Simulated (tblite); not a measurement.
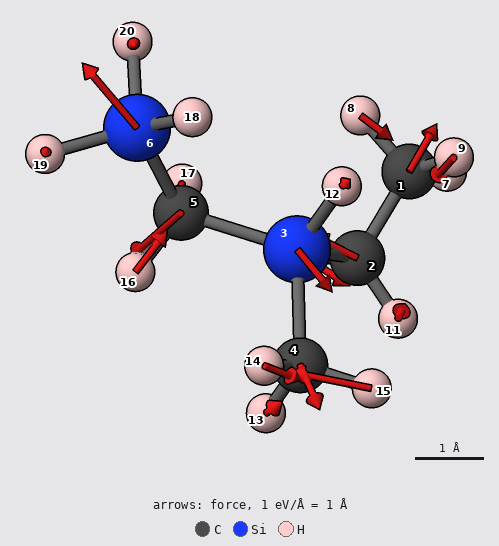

Starting geometry of C$_{4}$H$_{14}$Si$_{2}$ with the computed forces as red arrows. A ball-and-stick model, seen at a tilt.

The calculation used GFN2-xTB geometry optimisation, gas phase (tblite 0.8.0). 

### What follows when this structure is relaxed?

It isn't relaxed: the largest force vector, on a C atom, is 1.59 eV/Å. The final displacements have little in common with the starting forces (cosine between the two patterns 0.10). After 210 geometry steps the energy has fallen by 11.4 kcal/mol. The atom that moves furthest after the best rigid fit is an H atom (2.43 Å). By element the largest moves are H 2.43 Å, C 0.61 Å, Si 0.56 Å. Among the contacts that change: C–Si 1.847 → 1.898 Å, C–H 1.126 → 1.086 Å, C–H 1.106 → 1.085 Å, C–Si 1.879 → 1.900 Å. Bond angles that change, for instance: C–C–Si 105.2° → 113.4°, C–C–H 115.0° → 108.8°, H–C–H 111.8° → 106.2°. Groups turn about C–Si by about 55°, C–Si by about 45°, C–Si by about 40°.
